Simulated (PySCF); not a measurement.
P₂, singlet. PBE0/def2-TZVP in PySCF, UKS. One reference determinant with the occupation held, the lowest that a PBE0 search over spins and occupations found; no spin-orbit coupling. Zero is the separated fragments in their ground configurations, without counterpoise. With PBE0 the solution stays closed-shell at all points drawn; such a solution can't reach the open-shell fragments at long range. 2 further points of the run are not drawn. Horizontal lines: vibrational levels from ωe and ωexe, every 2nd one, starting at v = 0.

What bond curve does the calculation give?

Answer. re = 1.882 Å, ωe = 833 cm⁻¹, ωexe = 2.3 cm⁻¹, De = 4.83 eV.
| r (Å) | E (eV) |
| --- | --- |
| 1.620 | −2.78 |
| 1.696 | −3.91 |
| 1.771 | −4.54 |
| 1.828 | −4.77 |
| 1.884 | −4.83 |
| 1.941 | −4.77 |
| 2.016 | −4.54 |
| 2.110 | −4.09 |
| 2.223 | −3.41 |
| 2.374 | −2.40 |

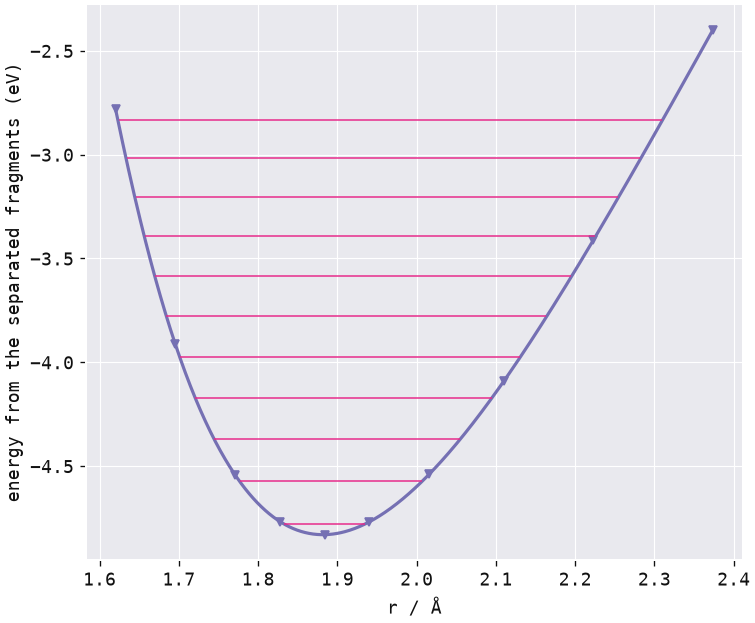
